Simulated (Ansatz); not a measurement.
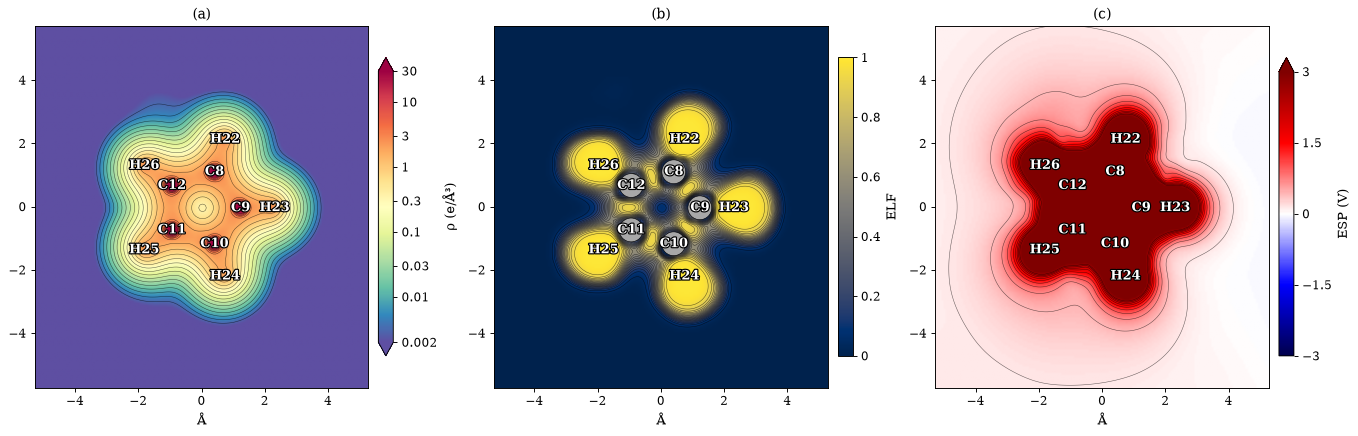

*C₈H₁₄O₃Ti. (a) total electron density; (b) ELF; (c) molecular electrostatic potential on the plane of atoms C8, C12 and H26. Grey discs cover the atomic cores in the ELF map.*

Geometry: PBE0-D4/def2-TZVP.

Level of theory: RKS PBE0-D4/def2-TZVPP in Ansatz 0.2.0.

```yaml
atoms:
  - { symbol: C, position_ang: [-2.4532, -0.5126, 1.7748] }
  - { symbol: O, position_ang: [-1.2765, 0.0457, 1.3058] }
  - { symbol: Ti, position_ang: [0.0657, 0.0074, 0.1088] }
  - { symbol: O, position_ang: [1.4034, -0.8746, 0.9949] }
  - { symbol: C, position_ang: [1.8764, -0.4824, 2.2510] }
  - { symbol: O, position_ang: [0.6427, 1.7101, 0.0632] }
  - { symbol: C, position_ang: [1.2674, 2.7293, -0.6344] }
  - { symbol: C, position_ang: [0.6821, -0.4543, -2.1440] }
  - { symbol: C, position_ang: [0.4817, -1.6962, -1.5125] }
  - { symbol: C, position_ang: [-0.8739, -1.7862, -1.1441] }
  - { symbol: C, position_ang: [-1.5196, -0.6023, -1.5673] }
  - { symbol: C, position_ang: [-0.5598, 0.2192, -2.1843] }
  - { symbol: H, position_ang: [-2.2456, -1.3051, 2.5038] }
  - { symbol: H, position_ang: [-3.0468, -0.9493, 0.9605] }
  - { symbol: H, position_ang: [-3.0638, 0.2529, 2.2671] }
  - { symbol: H, position_ang: [1.0794, -0.5065, 3.0055] }
  - { symbol: H, position_ang: [2.6728, -1.1640, 2.5696] }
  - { symbol: H, position_ang: [2.2840, 0.5366, 2.2262] }
  - { symbol: H, position_ang: [2.3486, 2.7207, -0.4515] }
  - { symbol: H, position_ang: [0.8746, 3.7015, -0.3150] }
  - { symbol: H, position_ang: [1.1069, 2.6366, -1.7169] }
  - { symbol: H, position_ang: [1.6256, -0.0708, -2.5039] }
  - { symbol: H, position_ang: [1.2504, -2.4133, -1.2715] }
  - { symbol: H, position_ang: [-1.3313, -2.6018, -0.6035] }
  - { symbol: H, position_ang: [-2.5573, -0.3507, -1.4050] }
  - { symbol: H, position_ang: [-0.7339, 1.2100, -2.5772] }
```

> What do the fields say about this system?

The plane passes through C and H nuclei.
C–C (1.41 Å): ρ at the midpoint is about 2.1 e/Å³; the ELF peaks at about 0.95 between the atoms; a covalent bond.
C–H (1.08 Å): the density is about 2.1 e/Å³ at the midpoint; the ELF climbs to about 1 towards the hydrogen, as it does in any bond to H: an ordinary covalent bond to hydrogen.
The potential has no marked negative region in this plane.
